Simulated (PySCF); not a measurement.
# C₃H₁₂OSSi₂: a tour of settings

Which settings matter for C₃H₁₂OSSi₂ (`CC(C)O[SiH2]S[SiH3]`), and how do bad ones show?

The runs use PySCF 2.14.0, with density-fitted response routines of our own; the level of theory stands in each step. All values are computed, except where a source is named. Atoms count from 0, in the outputs and in this text.

### Step 1. The molecule as given

19 atoms, charge 0, multiplicity 1; geometry from: GFN2-xTB.

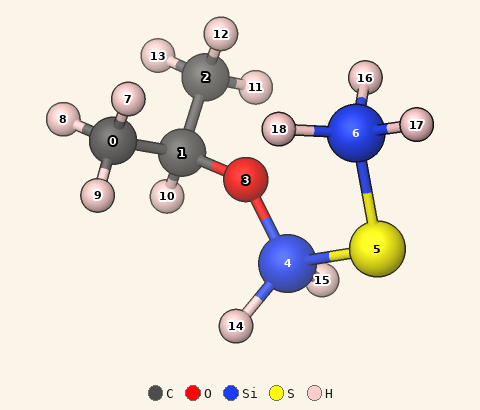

The starting geometry (carbon dark grey, oxygen red, silicon blue, sulfur yellow, hydrogen pink), atoms numbered.

### Step 2. Shielding tensors: PBE0/pcSseg-1

What the job is given:

```
{"job": {"kind": "nmr", "xc": "PBE0", "basis": "pcSseg-1"}, "charge": 0, "multiplicity": 1}
C     -1.541021    -0.251480     1.437877
C     -1.268005    -0.035013    -0.046174
C     -1.493707     1.415795    -0.456902
O      0.073455    -0.370287    -0.317067
Si     0.654695    -1.598213    -1.189043
S      2.751099    -1.264460    -1.051027
Si     2.856788     0.453918     0.239618
H     -0.868321     0.367295     2.026536
H     -2.568054     0.013197     1.673030
H     -1.374554    -1.293432     1.699995
H     -1.925396    -0.688165    -0.635476
H     -1.266665     1.541395    -1.512663
H     -0.839491     2.066224     0.118598
H     -2.527229     1.699908    -0.280077
H      0.331349    -2.897537    -0.609595
H      0.244549    -1.526417    -2.586808
H      2.203014     1.589920    -0.395788
H      4.292907     0.652281     0.350493
H      2.254784     0.134319     1.527011
```

With the program's defaults for keys left out, this is: GIAO PBE0/pcSseg-1 NMR shielding, non-relativistic, gas phase.

Run with:

```
> OMP_NUM_THREADS=1 python probes_run.py task.json out
```

The driver reads the jobs from task.json and runs them one after another.

What it wrote:

```text
coarse grid: 16656 points
cycle   1  E = -1173.1870077671  dE =  5.627e-01  |g| = 7.159e-01  |ddm| = 3.776e+00
cycle   2  E = -1173.0727057527  dE =  1.143e-01  |g| = 1.066e+00  |ddm| = 1.581e+00
cycle   3  E = -1173.2861597915  dE = -2.135e-01  |g| = 1.315e-01  |ddm| = 1.073e+00
cycle   4  E = -1173.2895791179  dE = -3.419e-03  |g| = 3.756e-02  |ddm| = 1.522e-01
cycle   5  E = -1173.2899122986  dE = -3.332e-04  |g| = 4.127e-03  |ddm| = 4.108e-02
cycle   6  E = -1173.2899151020  dE = -2.803e-06  |g| = 1.117e-03  |ddm| = 5.688e-03
final grid: 144896 points
cycle   7  E = -1173.3431659305  dE = -2.895e-05  |g| = 1.031e-02  |ddm| = 2.503e-02
cycle   8  E = -1173.3431485721  dE =  1.736e-05  |g| = 1.419e-02  |ddm| = 1.706e-02
cycle   9  E = -1173.3431866901  dE = -3.812e-05  |g| = 1.430e-03  |ddm| = 1.023e-02
cycle  10  E = -1173.3431871061  dE = -4.159e-07  |g| = 1.950e-04  |ddm| = 1.487e-03
cycle  11  E = -1173.3431871150  dE = -8.960e-09  |g| = 5.174e-05  |ddm| = 2.620e-04
cycle  12  E = -1173.3431871156  dE = -5.493e-10  |g| = 1.723e-05  |ddm| = 5.569e-05
converged SCF energy = -1173.3431871156

GIAO shielding tensors (ppm)
atom      isotropic    diamagn.    paramagn.     s11        s22        s33       span
  0 C      160.478     248.391     -87.913    142.531    153.350    185.554     43.023
  1 C      117.046     240.730    -123.684     85.755    108.035    157.347     71.592
  2 C      160.026     248.262     -88.235    141.798    152.768    185.513     43.715
  3 O      278.656     404.093    -125.437    245.554    265.429    324.983     79.429
  4 Si     365.326     881.870    -516.544    330.975    348.854    416.150     85.175
  5 S      827.997    1060.460    -232.463    675.465    887.630    920.897    245.432
  6 Si     408.152     880.098    -471.946    373.054    404.605    446.796     73.741
  7 H       30.370      31.424      -1.055     27.423     29.340     34.345      6.922
  8 H       30.726      29.667       1.059     26.382     28.232     37.564     11.182
  9 H       30.160      30.773      -0.613     26.142     28.524     35.815      9.673
 10 H       27.791      31.458      -3.667     24.189     27.348     31.836      7.647
 11 H       30.167      30.781      -0.614     26.257     28.448     35.796      9.539
 12 H       30.346      31.477      -1.131     27.471     29.304     34.263      6.792
 13 H       30.725      29.665       1.061     26.416     28.197     37.563     11.147
 14 H       26.162      30.140      -3.978     22.152     24.626     31.710      9.558
 15 H       26.198      30.064      -3.865     22.304     24.466     31.825      9.520
 16 H       27.062      31.017      -3.956     23.262     25.879     32.044      8.782
 17 H       27.161      28.678      -1.517     23.107     24.946     33.430     10.323
 18 H       27.046      31.042      -3.996     23.296     25.794     32.046      8.750
```

Run time: 47 s. Hardware: 1 thread of Arm Neoverse V1, shared host; peak memory 0.91 GiB.

The references, computed at this level on geometries of the same kind, shield at (ppm): 1H TMS 31.72, 13C TMS 186.9, 29Si TMS 349.2, 17O H2O 336.1, 33S CS2 504. Their shielding less the atom's gives the shift. The references are single molecules in the gas phase, so shifts against H2O, NH3, PH3, H3PO4 or CFCl3 are not on the usual liquid scales and can be off by tens of ppm. Atoms listed in one row are averaged.

```
                    atoms                           environment  σ (ppm)  δ (ppm)  δ scaled to CDCl3
                       C1                    sp3 CH bonded to O    117.0     69.9               66.3
                   C0, C2                         methyl carbon    160.3     26.7               24.1
                 H14, H15  hydrogen on a silicon bonded to O, S    26.18     5.54                  –
            H16, H17, H18     hydrogen on a silicon bonded to S    27.09     4.63                  –
                      H10     hydrogen on an sp3 CH bonded to O    27.79     3.93               3.81
H7, H8, H9, H11, H12, H13           hydrogen on a methyl carbon    30.42     1.30               1.33
                       O3                oxygen bonded to C, Si    278.7     57.4                  –
                      Si4           silicon bonded to O, S, 2 H    365.3    -16.2                  –
                      Si6              silicon bonded to S, 3 H    408.2    -59.0                  –
                       S5                 sulfur bonded to 2 Si      828     -324                  –
```

The scaled column applies a straight-line fit of computed shieldings to shifts measured in CDCl3, with any fitted terms for Cl, Br or S neighbours (root-mean-square error 0.16 ppm for H, 1.9 ppm for C).

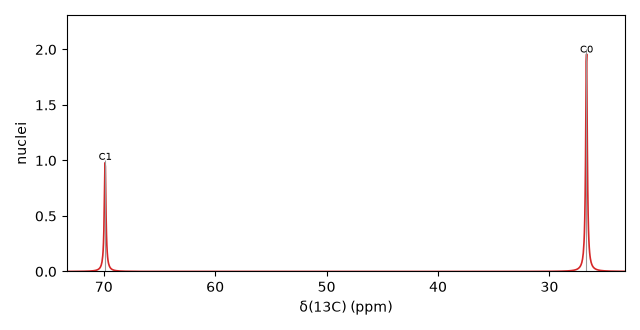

13C lines at the computed shifts, without couplings. Lines are broadened to a width of 0.17 ppm (Lorentzian).

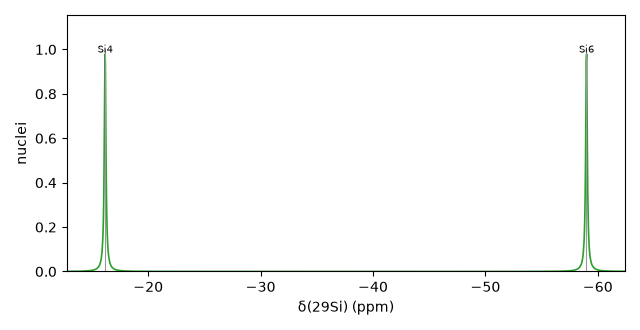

29Si lines at the computed shifts, without couplings. Lines are broadened to a width of 0.17 ppm (Lorentzian).

Charges from the same density, by scheme (e):

```csv
atoms,Mulliken,IAO,Hirshfeld,ESP fit
"C0, C2",-0.22,-0.43,-0.12,-0.61
C1,-0.05,0.11,0.06,0.67
O3,-0.65,-0.65,-0.20,-0.51
Si4,0.82,0.95,0.37,0.71
S5,-0.57,-0.46,-0.20,-0.42
Si6,0.50,0.57,0.29,0.32
```

ESP fit charges:

C0 -0.60; C1 0.67; C2 -0.61; O3 -0.51; Si4 0.71; S5 -0.42; Si6 0.32; H7 0.16; H8 0.14; H9 0.14; H10 -0.05; H11 0.15; H12 0.17; H13 0.15; H14 -0.14; H15 -0.13; H16 -0.06; H17 -0.03; H18 -0.06

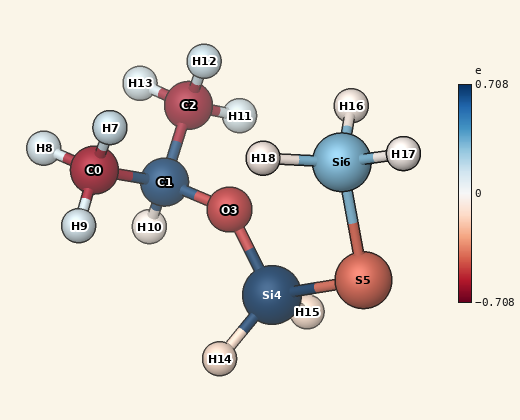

ESP fit charges, as colours on the atoms.

Mayer bond orders: C0–C1 1.03, C1–C2 1.03, C1–O3 0.83, O3–Si4 0.96, Si4–S5 0.98, S5–Si6 0.92.

The fields below are evaluated on a grid from the run's orbitals.

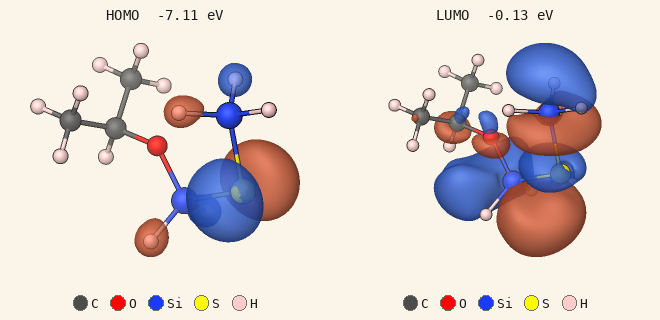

Frontier orbitals at PBE0/pcSseg-1; each surface holds 70 % of the orbital's density, blue and red mark the sign.

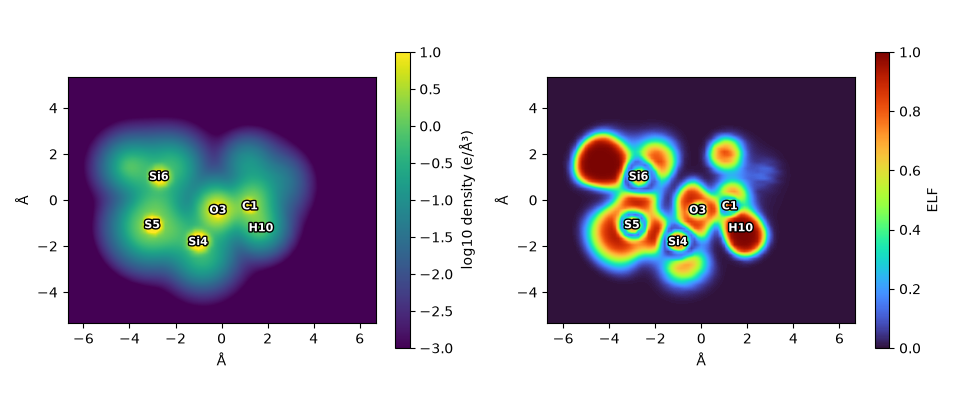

Density (left) and ELF (right) in a plane through or near 6 of the atoms.

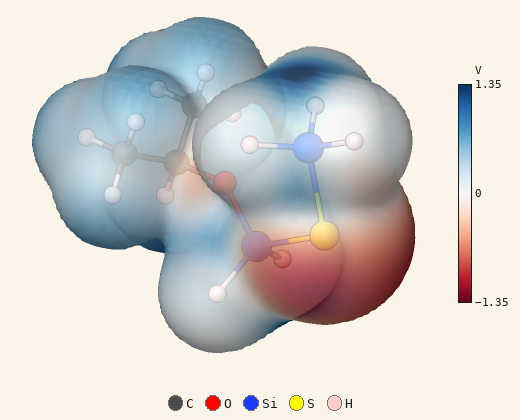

The potential that a unit positive charge feels on the 0.002 e/bohr³ surface, from -1.09 V near S5 to 1.35 V near H10.

### Step 3. Ultraviolet spectrum: PBE0/def2-SVPD

The job, as its differences from that of step 2:

```diff
@@ -1,2 +1,2 @@
-{"job": {"kind": "nmr", "xc": "PBE0", "basis": "pcSseg-1"}, "charge": 0, "multiplicity": 1}
+{"job": {"kind": "uv", "xc": "PBE0", "basis": "def2-SVPD", "nstates": 6, "ntriplets": 2}, "charge": 0, "multiplicity": 1}
 C     -1.541021    -0.251480     1.437877
```

Level: TDDFT PBE0/def2-SVPD, vertical, gas phase, core orbitals frozen in the response.

What it wrote:

```text
coarse grid: 16656 points
cycle   1  E = -1172.7366037590  dE =  5.108e-01  |g| = 6.803e-01  |ddm| = 7.753e+00
cycle   2  E = -1172.6148493720  dE =  1.218e-01  |g| = 1.046e+00  |ddm| = 2.396e+00
cycle   3  E = -1172.8311056542  dE = -2.163e-01  |g| = 1.295e-01  |ddm| = 1.493e+00
cycle   4  E = -1172.8346172250  dE = -3.512e-03  |g| = 3.744e-02  |ddm| = 2.685e-01
cycle   5  E = -1172.8349984041  dE = -3.812e-04  |g| = 4.477e-03  |ddm| = 9.762e-02
cycle   6  E = -1172.8350036203  dE = -5.216e-06  |g| = 1.560e-03  |ddm| = 1.671e-02
final grid: 144896 points
cycle   7  E = -1172.9752520141  dE = -3.378e-05  |g| = 9.151e-03  |ddm| = 1.544e-01
cycle   8  E = -1172.9752366770  dE =  1.534e-05  |g| = 1.279e-02  |ddm| = 2.942e-02
cycle   9  E = -1172.9752696280  dE = -3.295e-05  |g| = 1.301e-03  |ddm| = 1.618e-02
cycle  10  E = -1172.9752700048  dE = -3.768e-07  |g| = 2.064e-04  |ddm| = 2.313e-03
cycle  11  E = -1172.9752700160  dE = -1.123e-08  |g| = 5.029e-05  |ddm| = 4.591e-04
cycle  12  E = -1172.9752700166  dE = -5.994e-10  |g| = 1.787e-05  |ddm| = 1.255e-04
converged SCF energy = -1172.9752700166

Static polarisability (au): isotropic 112.937, principal 98.487 116.073 124.251

Singlet excitations
state   eV       nm        f      main configurations
  1   5.5072    225.1   0.00812   H->L 0.97
  2   6.1975    200.1   0.00335   H->L+1 0.87
  3   6.3443    195.4   0.00535   H->L+2 0.85
  4   6.7899    182.6   0.00129   H-1->L 0.94
  5   6.9490    178.4   0.03974   H-2->L 0.86, H->L+5 0.09
  6   6.9755    177.7   0.00415   H->L+3 0.76, H->L+4 0.17

Triplet excitations (Tamm-Dancoff, eV): 5.1965 5.9315
```

Run time: 67 s. Hardware: 1 thread of Arm Neoverse V1, shared host; peak memory 1.1 GiB.

The orbitals next to the gap, with their largest atomic shares:

| orbital | eV | atoms |
| --- | --- | --- |
| HOMO−3 | -8.99 | O3 32 %, C1 16 %, H10 11 % |
| HOMO−2 | -8.52 | S5 60 %, O3 10 %, Si4 9 % |
| HOMO−1 | -8.36 | O3 45 %, Si4 11 %, C1 9 % |
| HOMO | -7.11 | S5 68 %, Si6 10 %, Si4 10 % |
| LUMO | -0.32 | Si4 23 %, S5 18 %, Si6 16 % |
| LUMO+1 | 0.37 | S5 20 %, Si6 19 %, Si4 18 % |
| LUMO+2 | 0.45 | Si6 21 %, S5 18 %, Si4 15 % |

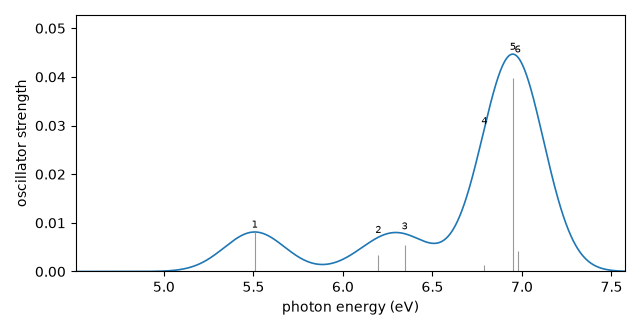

Absorption spectrum from the 6 singlet states computed; above the last one it falls off for lack of states. Lines are broadened to a width of 0.40 eV (Gaussian).

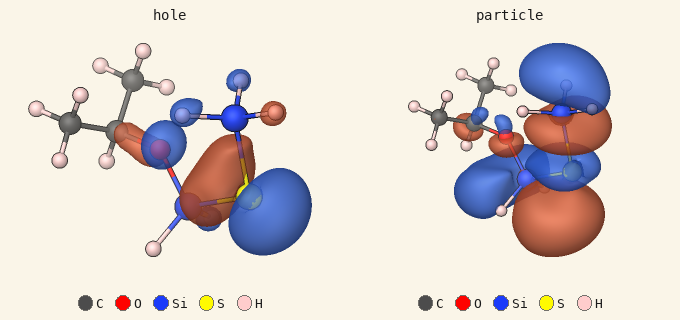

Leading natural transition orbitals of singlet state 5: the electron leaves the hole (left) for the particle orbital (right).

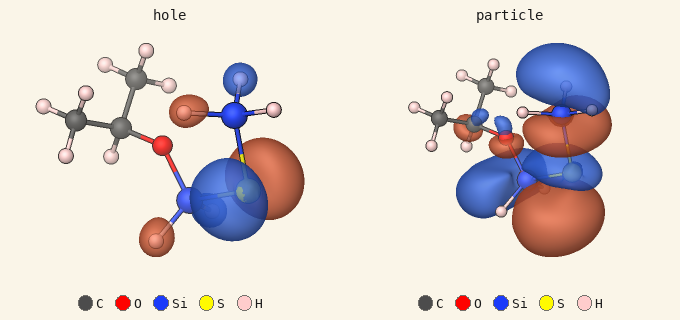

Leading natural transition orbitals of singlet state 1: the electron leaves the hole (left) for the particle orbital (right).

Further results of this job:

| property | computed |
| --- | --- |
| dipole moment (D) | 2.92 |
| polarisability (Å³) | 16.74 |
| HOMO–LUMO gap (eV) | 6.79 |
| −ε(HOMO) (eV) | 7.11 |

### Step 4. NMR shieldings: KT2/6-31++G** in methanol

The job, as its differences from that of step 3:

```diff
@@ -1,2 +1,2 @@
-{"job": {"kind": "uv", "xc": "PBE0", "basis": "def2-SVPD", "nstates": 6, "ntriplets": 2}, "charge": 0, "multiplicity": 1}
+{"job": {"kind": "nmr", "xc": "KT2", "basis": "6-31++G**", "solvent": "methanol", "pop": true, "scf": {"level_shift": 0.3}}, "charge": 0, "multiplicity": 1}
 C     -1.541021    -0.251480     1.437877
```

Method: GIAO KT2/6-31++G** NMR shielding, non-relativistic, IEF-PCM methanol.

What it wrote:

```text
final grid: 144896 points
cycle   1  E = -1185.1876523273  dE =  5.088e-01  |g| = 7.743e-01  |ddm| = 4.546e+00
cycle   2  E = -1185.1958542720  dE = -8.202e-03  |g| = 8.630e-01  |ddm| = 2.422e+00
cycle   3  E = -1185.3183087955  dE = -1.225e-01  |g| = 2.262e-01  |ddm| = 7.510e-01
cycle   4  E = -1185.3299277585  dE = -1.162e-02  |g| = 6.146e-02  |ddm| = 3.662e-01
cycle   5  E = -1185.3308289677  dE = -9.012e-04  |g| = 1.094e-02  |ddm| = 1.128e-01
cycle   6  E = -1185.3308770731  dE = -4.811e-05  |g| = 3.269e-03  |ddm| = 4.219e-02
cycle   7  E = -1185.3308829702  dE = -5.897e-06  |g| = 1.147e-03  |ddm| = 1.955e-02
cycle   8  E = -1185.3308839312  dE = -9.610e-07  |g| = 5.147e-04  |ddm| = 8.607e-03
cycle   9  E = -1185.3308841528  dE = -2.216e-07  |g| = 2.796e-04  |ddm| = 3.782e-03
cycle  10  E = -1185.3308842112  dE = -5.841e-08  |g| = 1.380e-04  |ddm| = 1.752e-03
cycle  11  E = -1185.3308842266  dE = -1.538e-08  |g| = 7.519e-05  |ddm| = 8.320e-04
cycle  12  E = -1185.3308842311  dE = -4.550e-09  |g| = 3.876e-05  |ddm| = 4.325e-04
cycle  13  E = -1185.3308842324  dE = -1.278e-09  |g| = 2.004e-05  |ddm| = 2.223e-04
cycle  14  E = -1185.3308842328  dE = -3.670e-10  |g| = 1.200e-05  |ddm| = 1.176e-04
level shift removed, Fock matrix diagonalised once more
converged SCF energy = -1185.3308842328

GIAO shielding tensors (ppm)
atom      isotropic    diamagn.    paramagn.     s11        s22        s33       span
  0 C      172.405     248.688     -76.283    154.776    164.926    197.514     42.738
  1 C      126.582     250.286    -123.705     93.987    119.583    166.174     72.186
  2 C      172.010     249.136     -77.126    153.988    164.489    197.553     43.565
  3 O      268.396     413.772    -145.376    229.856    251.069    324.264     94.408
  4 Si     410.706     884.910    -474.204    381.473    392.488    458.158     76.685
  5 S      836.403    1059.646    -223.244    687.917    895.387    925.904    237.987
  6 Si     455.493     878.568    -423.075    421.351    453.918    491.210     69.858
  7 H       30.627      30.139       0.488     28.041     29.667     34.173      6.132
  8 H       30.549      31.117      -0.568     26.296     28.229     37.123     10.826
  9 H       30.272      30.520      -0.248     26.356     28.761     35.700      9.344
 10 H       27.133      32.815      -5.682     23.605     26.727     31.066      7.460
 11 H       30.315      30.779      -0.464     26.562     28.693     35.690      9.129
 12 H       30.580      30.415       0.165     28.069     29.563     34.108      6.039
 13 H       30.537      31.142      -0.605     26.305     28.179     37.125     10.820
 14 H       25.888      30.551      -4.664     21.836     24.325     31.502      9.666
 15 H       25.932      30.617      -4.685     21.993     24.194     31.610      9.616
 16 H       26.917      29.383      -2.466     22.991     25.902     31.858      8.867
 17 H       27.166      27.734      -0.568     23.372     24.725     33.400     10.028
 18 H       26.902      29.458      -2.556     23.011     25.820     31.873      8.862
```

Wall time 48 s (1 thread of Arm Neoverse V1, shared host); peak memory 0.9 GiB.

Key values: σ C1 126.6, C0 172.2, O3 268.4, Si4 410.7, H14 25.91, H16 26.99 ppm (means over like atoms).

### Step 5. Shielding tensors: TPSS/pcSseg-1

The job, as its differences from that of step 4:

```diff
@@ -1,2 +1,2 @@
-{"job": {"kind": "nmr", "xc": "KT2", "basis": "6-31++G**", "solvent": "methanol", "pop": true, "scf": {"level_shift": 0.3}}, "charge": 0, "multiplicity": 1}
+{"job": {"kind": "nmr", "xc": "TPSS", "basis": "pcSseg-1", "pop": false, "scf": {"diis": false, "max_cycle": 51}}, "charge": 0, "multiplicity": 1}
 C     -1.541021    -0.251480     1.437877
```

With the program's defaults for keys left out, this is: GIAO TPSS/pcSseg-1 NMR shielding, non-relativistic, gas phase.

What it wrote:

```text
final grid: 144896 points
cycle   1  E = -1173.9177629927  dE =  4.164e-01  |g| = 8.675e-01  |ddm| = 3.853e+00
cycle   2  E = -1173.4797355898  dE =  4.380e-01  |g| = 1.699e+00  |ddm| = 2.708e+00
cycle   3  E = -1172.6080264534  dE =  8.717e-01  |g| = 2.919e+00  |ddm| = 3.552e+00
cycle   4  E = -1164.1840954516  dE =  8.424e+00  |g| = 4.499e+00  |ddm| = 2.286e+01
cycle   5  E = -1114.4962542712  dE =  4.969e+01  |g| = 1.569e+01  |ddm| = 2.662e+01
cycle   6  E = -999.7886529135  dE =  1.147e+02  |g| = 1.246e+01  |ddm| = 6.523e+01
cycle   7  E = -646.3087402259  dE =  3.535e+02  |g| = 2.845e+01  |ddm| = 7.641e+01
cycle   8  E = -692.1694560467  dE = -4.586e+01  |g| = 3.683e+01  |ddm| = 6.602e+01
cycle   9  E = -441.3623693872  dE =  2.508e+02  |g| = 3.031e+01  |ddm| = 6.268e+01
cycle  10  E = -716.2956714482  dE = -2.749e+02  |g| = 3.733e+01  |ddm| = 5.845e+01
[... 31 cycles left out ...]
cycle  42  E = -714.8056438058  dE = -3.502e+02  |g| = 3.990e+01  |ddm| = 4.287e+01
cycle  43  E = -364.6205293471  dE =  3.502e+02  |g| = 3.051e+01  |ddm| = 4.287e+01
cycle  44  E = -714.8056438058  dE = -3.502e+02  |g| = 3.990e+01  |ddm| = 4.287e+01
cycle  45  E = -364.6205293471  dE =  3.502e+02  |g| = 3.051e+01  |ddm| = 4.287e+01
cycle  46  E = -714.8056438058  dE = -3.502e+02  |g| = 3.990e+01  |ddm| = 4.287e+01
cycle  47  E = -364.6205293471  dE =  3.502e+02  |g| = 3.051e+01  |ddm| = 4.287e+01
cycle  48  E = -714.8056438058  dE = -3.502e+02  |g| = 3.990e+01  |ddm| = 4.287e+01
cycle  49  E = -364.6205293471  dE =  3.502e+02  |g| = 3.051e+01  |ddm| = 4.287e+01
cycle  50  E = -714.8056438058  dE = -3.502e+02  |g| = 3.990e+01  |ddm| = 4.287e+01
cycle  51  E = -364.6205293471  dE =  3.502e+02  |g| = 3.051e+01  |ddm| = 4.287e+01
SCF not converged, last energy = -364.6205293471
```

Wall time 2.7 min (1 thread of Arm Neoverse V1, shared host); peak memory 0.65 GiB.

Diagnosis: The SCF swings between two densities 350.19 Eh apart: plain iteration without DIIS overshoots. Cure: turn DIIS on. Numbers printed on the way are no properties of the molecule.

[end of part 1 of 2]
